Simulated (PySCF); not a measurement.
# EPR calculation, with input and output: C3H12N2Si (charge +1)

C3H12N2Si, charge +1, multiplicity 2, computed with UKS B3LYP, pcH-1 on C H N Si, non-relativistic, mean-field spin-orbit, GIAO (PySCF 2.14.0).

It belongs to a series of runs on one base structure; here: electron removed.

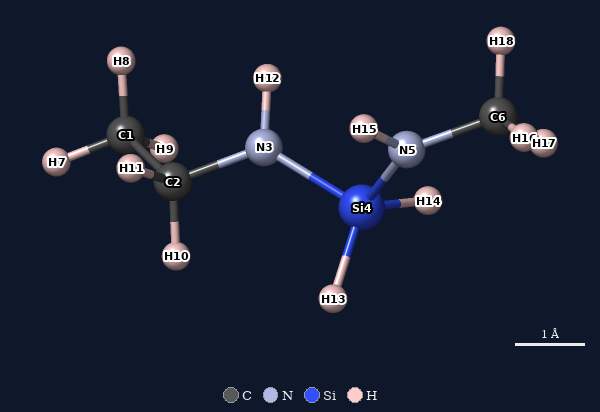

**Figure 1.** The input geometry (ball-and-stick view, seen at a tilt; atoms are numbered from 1 in the order of the input). Bond lengths as drawn: C–C 1.52 Å, C–H 1.09 to 1.10 Å, C–N 1.43 Å, H–N 1.01 Å, H–Si 1.46 Å and N–Si 1.74 Å.

Input:
```
{"job": {"kind": "epr", "basis": "pcH-1"}, "charge": 1, "multiplicity": 2}
C     -3.083803     0.550351    -0.125052
C     -1.935179    -0.430301     0.070680
N     -0.676891     0.153673    -0.257927
Si     0.690211    -0.585335    -1.038283
N      2.065072    -0.302299    -0.011539
C      3.321429     0.274498    -0.358809
H     -4.020428     0.075040     0.150391
H     -2.959111     1.438466     0.491382
H     -3.135154     0.858412    -1.166901
H     -2.069720    -1.333370    -0.528984
H     -1.937034    -0.743778     1.127213
H     -0.604163     1.108147     0.075623
H      0.458265    -2.023201    -1.084856
H      0.904378     0.132784    -2.288226
H      1.976705    -0.451033     0.986343
H      4.138264    -0.347626     0.021246
H      3.408054     0.369755    -1.437488
H      3.450346     1.262136     0.098769
```

The first line tells a small driver script what to run in PySCF; the rest is the geometry in Å.

Hardware: 1 CPU thread, shared host.

Launch command:
```bash
OMP_NUM_THREADS=1 python <driver script> task.json out
```

The program's output:
```
UKS, coarse grid
  cycle   1  E = -520.28369688  |g| = 2.91e-01
  cycle   2  E = -520.27827897  |g| = 3.05e-01
  cycle   3  E = -520.31162762  |g| = 1.39e-01
  cycle   4  E = -520.31643791  |g| = 1.06e-01
  cycle   5  E = -520.32208380  |g| = 1.04e-02
  cycle   6  E = -520.32213557  |g| = 4.95e-03
  cycle   7  E = -520.32214542  |g| = 2.52e-03
  cycle   8  E = -520.32215022  |g| = 1.10e-03
  cycle   9  E = -520.32214977  |g| = 4.91e-04
UKS, final grid
  cycle   1  E = -520.32212898  |g| = 1.25e-03
  cycle   2  E = -520.32211770  |g| = 4.90e-03
  cycle   3  E = -520.32212973  |g| = 3.08e-04
  cycle   4  E = -520.32212977  |g| = 1.16e-04
  cycle   5  E = -520.32212978  |g| = 7.53e-05
  cycle   6  E = -520.32212978  |g| = 1.22e-05
E = -520.32212978 Eh   <S^2> = 0.7568 (exact 0.7500)
g shifts (ppm)      1          2          3
  rmc          -209       -209       -209
  gc              1         44         58
  oz_so         645       1918       1950
  total         438       1754       1799
hyperfine (MHz)  atom isotope    a_iso     a_fc   dipolar eigenvalues
    0   13C      16.15      16.15     -3.71     -3.63      7.34
    1   13C     -18.27     -18.30     -5.05     -2.52      7.57
    2   14N      17.36      17.35    -21.91    -21.65     43.56
    3  29Si      53.60      53.70     -3.16      0.91      2.24
    4   14N      16.14      16.13    -20.55    -20.31     40.86
    5   13C     -17.59     -17.61     -4.36     -1.66      6.03
    6    1H      10.67      10.67     -2.42     -0.75      3.18
    7    1H       0.30       0.30     -2.86     -1.67      4.53
    8    1H       1.30       1.30     -3.17     -0.64      3.81
    9    1H      20.11      20.10     -4.54     -1.02      5.56
   10    1H     130.78     130.78     -4.98     -3.20      8.18
   11    1H     -30.72     -30.75    -23.53     -6.66     30.18
   12    1H      81.63      81.63     -3.09     -0.78      3.87
   13    1H      87.51      87.52     -3.17     -0.50      3.66
   14    1H     -28.69     -28.73    -21.84     -6.47     28.32
   15    1H      93.92      93.92     -4.76     -1.72      6.48
   16    1H       0.98       0.97     -3.53     -1.13      4.66
   17    1H      94.22      94.22     -4.28     -3.10      7.38
```

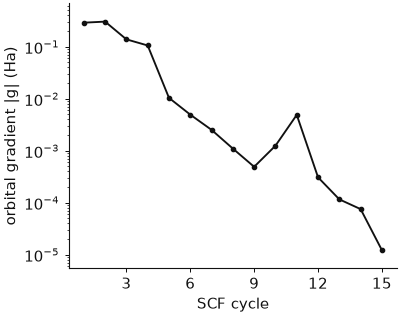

**Figure 2.** Convergence of the self-consistent field: orbital gradient |g| against the SCF cycle. All cycles printed in the log are drawn one after another.

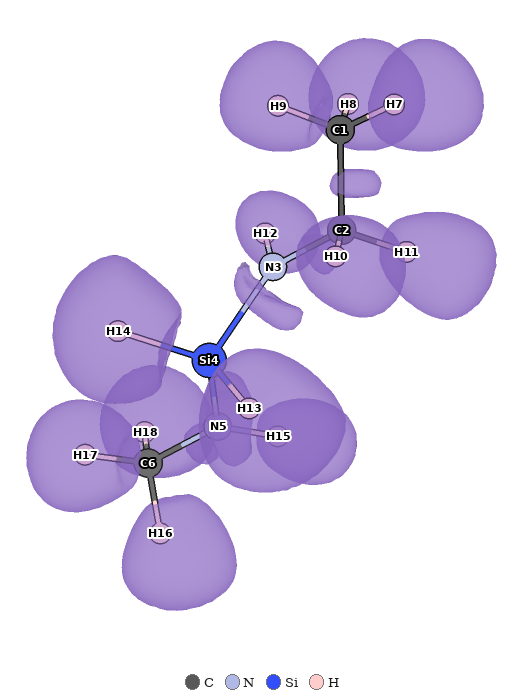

**Figure 3.** Isosurface of the ELF at 0.85 (purple), seen at an oblique angle. Core shells and regions of very low density are left out. Values along the shortest contacts: C–N (1.43 Å): the ELF peaks at about 0.85 between the atoms (a shared electron pair). C–C (1.52 Å): the ELF peaks at about 0.90 between the atoms, which marks a covalent bond.

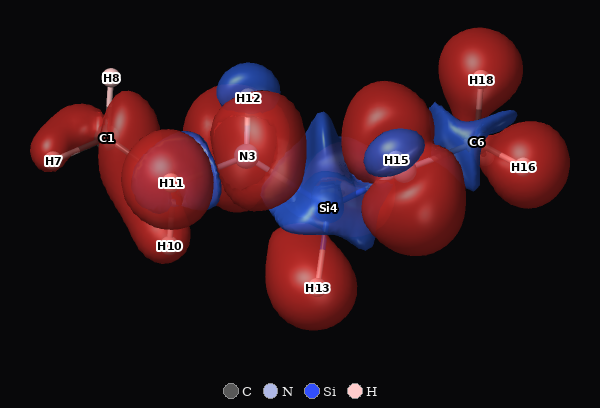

**Figure 4.** Isosurfaces of the spin density at +0.004 (red) and −0.004 e/Å³ (blue), seen at a tilt. The unpaired spin (1 electron) lies mostly on N3 (about 0.3) and N5 (about 0.3), in electrons by Hirshfeld's partition.

Key numbers:

| quantity | value |
| --- | --- |
| outcome | converged |
| total energy | −520.322130 hartree |
| ⟨S²⟩ | 0.757 |
| isotropic g | 2.0036 |
| wall time | 79 s |
| peak memory | 0.96 GiB |
